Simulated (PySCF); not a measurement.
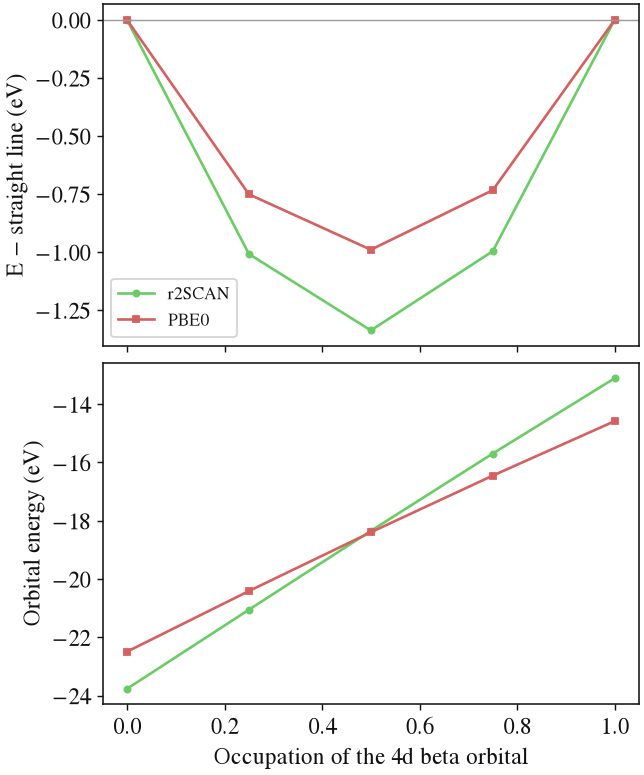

One 4d beta orbital of Rh⁺ ([Kr] 4d⁸) is emptied in steps. The plot gives the energy less the straight line between the integer ends; the lower panel gives the orbital energy. PySCF, def2-SVP with a 28-electron core potential, unrestricted single determinants, no spin-orbit coupling.

> Describe the curvature of each method.

r2SCAN: convex (delocalisation error), largest departure −1.3 eV, removal energy 18.38 eV, orbital energy from −13.1 eV when full to −23.8 eV when empty; PBE0: convex (delocalisation error), largest departure −0.99 eV, removal energy 18.44 eV, orbital energy from −14.6 eV when full to −22.5 eV when empty. The NIST semi-empirical removal energy is 18.08 eV. The exact energy is a straight line between whole electron numbers.
